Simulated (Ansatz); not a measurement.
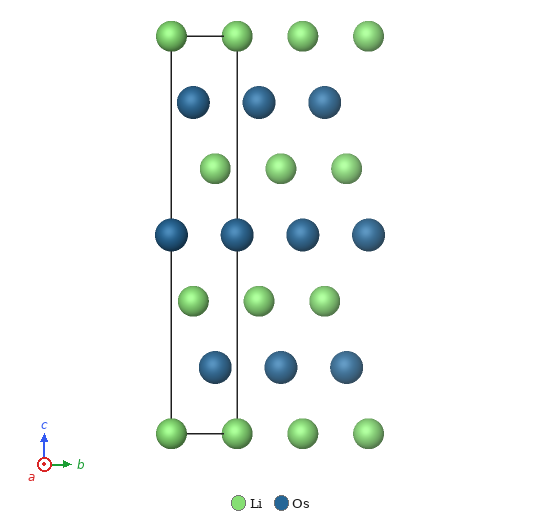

The picture looks along a close-packed row of the hexagonal mesh; c points upwards. Every atom sits on one of the three columns of the mesh; call them A, B, C in the order in which they first turn up. The sequence starts with the first layer at or above the cell's origin.

System LiOs; source of the atomic positions: coordinates from a relaxation with Ansatz, DFT PBE, scalar-relativistic, plane waves, PAW; the starting structure was generated, so it need not be a known form of this composition.

> Read off the stacking sequence over one period.

Li(A) – Os(B) – Li(C) – Os(A) – Li(B) – Os(C) (six layers in 13.80 Å).

> Taking all atoms as equal spheres, what packing is it?

As equal spheres, ABCABC: cubic close packing.

Heights of the layers:

```json
{"layer": "1", "atoms (column)": "Li(A)", "height (Å)": "0.00", "to next (Å)": "2.30"}
{"layer": "2", "atoms (column)": "Os(B)", "height (Å)": "2.30", "to next (Å)": "2.30"}
{"layer": "3", "atoms (column)": "Li(C)", "height (Å)": "4.60", "to next (Å)": "2.30"}
{"layer": "4", "atoms (column)": "Os(A)", "height (Å)": "6.90", "to next (Å)": "2.30"}
{"layer": "5", "atoms (column)": "Li(B)", "height (Å)": "9.20", "to next (Å)": "2.30"}
{"layer": "6", "atoms (column)": "Os(C)", "height (Å)": "11.50", "to next (Å)": "2.30"}
```
